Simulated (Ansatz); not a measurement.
**n-GeSiSiH8 (Si2GeH8): reading failed and doubtful runs**

2 inputs were typed for n-GeSiSiH8 (Si2GeH8). Each is run as it stands; the log then has to tell whether the result can be used.

Method: the settings change from run to run; program: Ansatz 0.2.0, Gaussian basis.

### 1 The relaxed structure

An earlier r2SCAN-D4/def2-SVP relaxation fixed the geometry.

11 atoms, charge 0, spin multiplicity 1.

Atoms are counted from 1 here; the program's logs count them from 0.

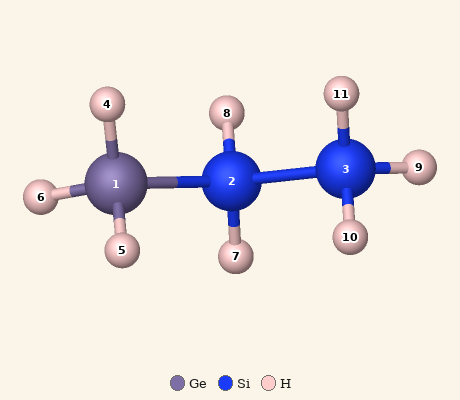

The geometry (germanium purple, silicon blue, hydrogen pink); atoms are numbered from 1 in the order of the file.

Coordinates:

```xyz
11
GeH8Si2
Ge    1.8454   -0.6423    0.2522
Si    0.0315    0.3487   -0.9308
Si   -1.8854    0.3921    0.4202
H     1.5246   -2.1097    0.5823
H     2.0905    0.1038    1.5750
H     3.1409   -0.6011   -0.5744
H     0.4028    1.7452   -1.3233
H    -0.2439   -0.4295   -2.1798
H    -3.0405    1.0153   -0.2972
H    -1.6074    1.1797    1.6612
H    -2.2585   -1.0023    0.8146
```

### 2 Attempt 1

Contents of in.yaml:

```yaml
crystal:
  periodic: [false, false, false]
  atoms:
    - {symbol: D, position_ang: [1.878528, -0.629926, 0.247131]}
    - {symbol: Si, position_ang: [0.047575, 0.341945, -0.891802]}
    - {symbol: Si, position_ang: [-1.908655, 0.390983, 0.416120]}
    - {symbol: H, position_ang: [1.532462, -2.112090, 0.568330]}
    - {symbol: H, position_ang: [2.084511, 0.063524, 1.606932]}
    - {symbol: H, position_ang: [3.130105, -0.569751, -0.610277]}
    - {symbol: H, position_ang: [0.396610, 1.727035, -1.333857]}
    - {symbol: H, position_ang: [-0.246385, -0.471593, -2.228579]}
    - {symbol: H, position_ang: [-2.965004, 1.025449, -0.275161]}
    - {symbol: H, position_ang: [-1.599013, 1.162888, 1.720885]}
    - {symbol: H, position_ang: [-2.268428, -1.015459, 0.799657]}
basis:
  gaussian: {orbitals: def2-mTZVP, point_charges: [{charge: 2.00, position_ang: [5.831, 0.373, 0.203]}]}
total_charge: -1
magnetization: {spin_polarized: true, initial_magnetization: 1}
hamiltonian: {xc: {name: revPBE}, dispersion: d3bjatm}
```

Started as:

```bash
> ansatz run in.yaml --threads 4 --pin off --events-out ev --progress --plain --max-ram 3916MiB
```

What it wrote:

```text
Error: YAML parse error: error: line 4 column 16: `D` is not an element symbol (H … Og, case-exact)
 --> <input>:4:16
  |
2 |   periodic: [false, false, false]
3 |   atoms:
4 |     - {symbol: D, position_ang: [1.878528, -0.629926, 0.247131]}
  |                ^ `D` is not an element symbol (H … Og, case-exact)
5 |     - {symbol: Si, position_ang: [0.047575, 0.341945, -0.891802]}
6 |     - {symbol: Si, position_ang: [-1.908655, 0.390983, 0.416120]}
  |
```

It took 0.05 s on 4 threads of Arm Neoverse V2, shared host.

Diagnosis: Refused before any calculation. An element symbol is wrong. It also asks for charge -1 and multiplicity 2, another species or state than the molecule above. Its coordinates are also moved off the relaxed structure (shortest distance 1.41 Å, against 1.50 Å), and have to be restored too. Fix: correct the symbol, and remove the point charge, and set charge and spin to those of the species named.

### 3 Attempt 2

Contents of in.yaml:

```yaml
crystal:
  periodic: [false, false, false]
  atoms:
    - {symbol: Ge, position_ang: [1.845448, -0.642272, 0.252195]}
    - {symbol: Si, position_ang: [0.031467, 0.348701, -0.930811]}
    - {symbol: Si, position_ang: [-1.885367, 0.392132, 0.420203]}
    - {symbol: H, position_ang: [1.524587, -2.109724, 0.582304]}
    - {symbol: H, position_ang: [2.090465, 0.103819, 1.574985]}
    - {symbol: H, position_ang: [3.140920, -0.601060, -0.574388]}
    - {symbol: H, position_ang: [0.402824, 1.745239, -1.323289]}
    - {symbol: H, position_ang: [-0.243884, -0.429546, -2.179754]}
    - {symbol: H, position_ang: [-3.040542, 1.015288, -0.297225]}
    - {symbol: H, position_ang: [-1.607392, 1.179735, 1.661182]}
    - {symbol: H, position_ang: [-2.258527, -1.002302, 0.814587]}
basis:
  gaussian: {orbitals: 6-31G, fitting: {mean_field: cc-pVTZ-jkfit}, final_grid: {core_spheres: 8, valence_spheres: 7, degree: 23}}
total_charge: 4
hamiltonian: {xc: {name: revPBE}}
scf: {omitted_lower_state_checks: [starts]}
```

Launched as before.

What it wrote (excerpt; [...] marks lines left out):

```text
Functional definition: revPBE
  name "revPBE"
  cite "Zhang & Yang, Phys. Rev. Lett. 80, 890 (1998) doi:10.1103/PhysRevLett.80.890"
  cite "Perdew, Burke & Ernzerhof, Phys. Rev. Lett. 77, 3865 (1996) doi:10.1103/PhysRevLett.77.3865"
[...]
689 factors; integrals over basis functions are off by at most 2.6e-2 eV
[...]
mean field -72310.63934446 eV, -2657.3669819970 hartree, gradient 2.6e-5 eV, S^2 0.000000; 0 other end points of the search recorded, 0 dependent functions left out
reference -72310.63940128 eV, -2657.3669840851 hartree; 32, 32 occupied and 39, 39 virtual orbitals, 689 factors
Total energy: -72310.63940128 eV, -2657.3669840851 hartree
Checks for a lower state left out: starts
```

It took 0.65 s on 4 threads of Arm Neoverse V2, shared host.

**Diagnosis.** The run converged, but a converged run isn't a right one. The charge is far from anything that the molecule holds. It asks for charge +4; the species has 0. Its energy belongs to another ion. To mend it, type the charge that the molecule really has.

### 4 How the tries ended

```tsv
attempt	level	ended	cause	time
1	revPBE/def2-mTZVP	refused	an element symbol is wrong	0.05 s
2	revPBE/6-31G	converged	the charge is far from anything that the molecule holds	0.65 s
```

**Reading.** 1 refused, 1 converged. A refusal costs next to no computing time. The dangerous case is the input that converges on a wrong geometry, charge, spin, basis or grid: often only a look at the input shows it.
